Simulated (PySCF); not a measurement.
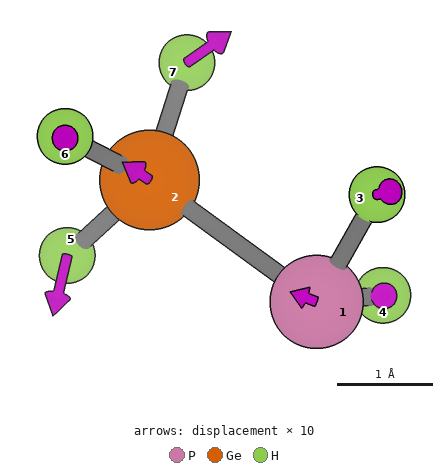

A relaxation of GePH5. The starting structure is drawn; purple arrows show the displacements, 10 times their true length. The two geometries are superimposed by the best rigid fit.

Style: ball-and-stick. Shown from a free direction.

The start comes from GFN2-xTB. Its atoms were then displaced at random by about 0.01 Å.

All numbers below come from PBE0-D3(BJ)/def2-SVP geometry optimisation, gas phase (PySCF). 

Atoms of which element are displaced furthest, and by how much?

Answer. Hydrogen: up to 0.072 Å, against 0.039 Å for germanium.

What did the optimiser do to the structure, and how much energy did it gain?

Answer. Over 4 geometry steps the energy falls by 12.5 kJ/mol. H5 moves most after the best rigid fit: 0.072 Å. Largest moves by element: H 0.072 Å, Ge 0.039 Å, P 0.032 Å. Among the contacts that change: P1–H4 1.370 → 1.429 Å, Ge2–H5 1.494 → 1.539 Å, Ge2–H7 1.499 → 1.540 Å, P1–H3 1.391 → 1.429 Å. Among the angles between lasting bonds that change: P1–Ge2–H5 110.8° → 108.2°, H5–Ge2–H6 106.4° → 109.0°, Ge2–P1–H3 91.2° → 93.6°. Cost: 8.3 s on 1 thread of Arm Neoverse V1, with other jobs on the host.
